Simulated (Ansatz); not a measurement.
# BSiH4 (SMILES [BH][SiH3]): methods side by side

The species is BSiH4 (6 atoms), meant as a doublet with charge 0. SMILES: `[BH][SiH3]`. The shape is that of a GFN2-xTB optimisation.

```tsv
atom	x (Å)	y (Å)	z (Å)
B	0.9385	-0.8301	0.6514
Si	-0.2687	0.3784	-0.1983
H	1.2069	-1.9213	0.9296
H	-1.5115	-0.1384	-0.8202
H	0.3927	1.1027	-1.3009
H	-0.7579	1.4086	0.7384
```

Quantity: the energy change with the B1–H3 bond stretched from 1.158 to 1.447 Å, in eV. The values are calculated.

| level | kind | program | value (eV) | less FCI/STO-3G | CPU time (all runs) |
| --- | --- | --- | --- | --- | --- |
| UHF/STO-3G | Hartree–Fock | Ansatz | 1.04 | +0.31 | 0.5 s |
| U-revPBE/STO-3G | GGA | Ansatz | 0.72 | -0.01 | 7.3 s |
| UPBE/STO-3G | GGA | Ansatz | 0.74 | +0.01 | 6 s |
| U-r2SCAN0/STO-3G | hybrid meta-GGA | Ansatz | 0.89 | +0.16 | 14 s |
| UCAM-B3LYP/STO-3G | range-separated hybrid | Ansatz | 0.86 | +0.13 | 8 s |
| UHSE06/STO-3G | range-separated hybrid | Ansatz | 0.83 | +0.10 | 7.8 s |
| UMP2/STO-3G | perturbation theory | Ansatz | 0.87 | +0.14 | 0.49 s |
| UCCSDTQ/STO-3G | coupled cluster or CI | Ansatz | 0.73 | 0.00 | 89 s |
| FCI/STO-3G | exact in the basis | Ansatz | 0.73 | 0.00 | 16 s |

FCI/STO-3G is exact within its basis and frozen core, so for wave-function methods in that basis the difference is their error; functionals converge differently with the basis, so for them it is only a difference. The first shape isn't each level's own minimum. The values span 0.72 to 1.04 eV. All rows use very small basis sets, so even the best lies far from the true value. Times are those of the runs behind each value, whatever else they computed, on shared processors of several kinds: orders of magnitude only.

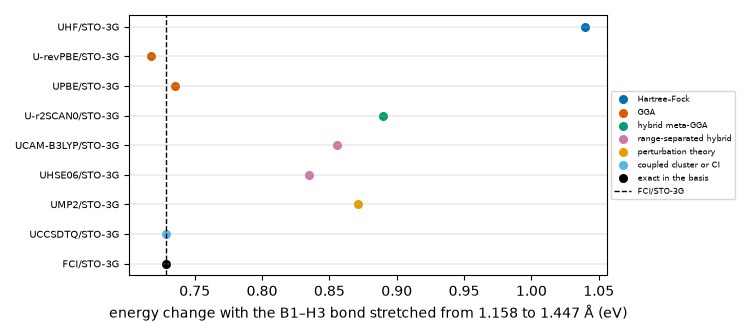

The values of the table, level by level.
